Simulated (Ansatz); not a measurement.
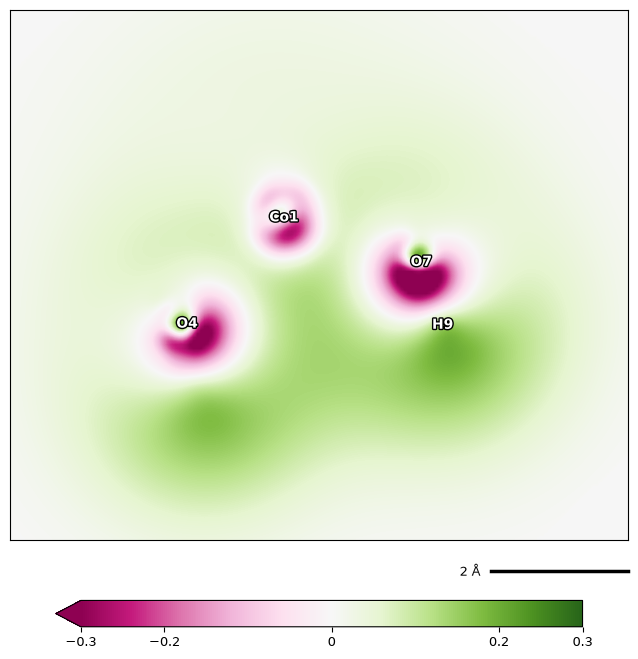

Cl2CoH4O2 (CoCl2(H2O)2) (quartet). One frontier orbital on the plane of atoms Co1, O7 and H9 (values in Å⁻³ᐟ²; the overall sign is arbitrary).

Geometry: B3LYP-D4/def2-SVP.

Computed with UKS PBE0-D4/def2-TZVP in Ansatz 0.2.0.

The calculation's input:

```
crystal:
  periodic: [false, false, false]
  atoms:
    - {symbol: Co, position_ang: [0.607877, -0.030532, 0.363662]}
    - {symbol: Cl, position_ang: [1.528880, -2.059995, 0.244573]}
    - {symbol: Cl, position_ang: [1.085138, 1.928947, 1.319560]}
    - {symbol: O, position_ang: [0.398105, 1.066721, -1.416549]}
    - {symbol: H, position_ang: [0.619249, 1.917792, -0.979379]}
    - {symbol: H, position_ang: [-0.417526, 1.207805, -1.917660]}
    - {symbol: O, position_ang: [-1.137223, -1.029790, 0.973877]}
    - {symbol: H, position_ang: [-0.711933, -1.913449, 0.922982]}
    - {symbol: H, position_ang: [-1.972555, -1.087496, 0.488943]}
basis:
  gaussian: {orbitals: def2-TZVP, initial_orbitals: start.molden}
magnetization: {spin_polarized: true, initial_magnetization: 3}
hamiltonian: {xc: pbe0, dispersion: d4}
scf: {omitted_lower_state_checks: [starts]}
output: {orbitals: {seedname: orbitals}}
```

Launched as:

```sh
ansatz run in.yaml --threads 4 --pin off --events-out ev --progress --plain --max-ram 8704MiB
```

Q: Which orbital is it: HOMO (α) or LUMO (α)?

A: The LUMO (α), at −0.82 eV. By Hirshfeld shares it lies mainly on H6 (about 25 %), H9 (about 25 %), O7 (about 10 %), O4 (about 10 %), Co1 (about 5 %), Cl3 (about 5 %) and Cl2 (about 5 %).
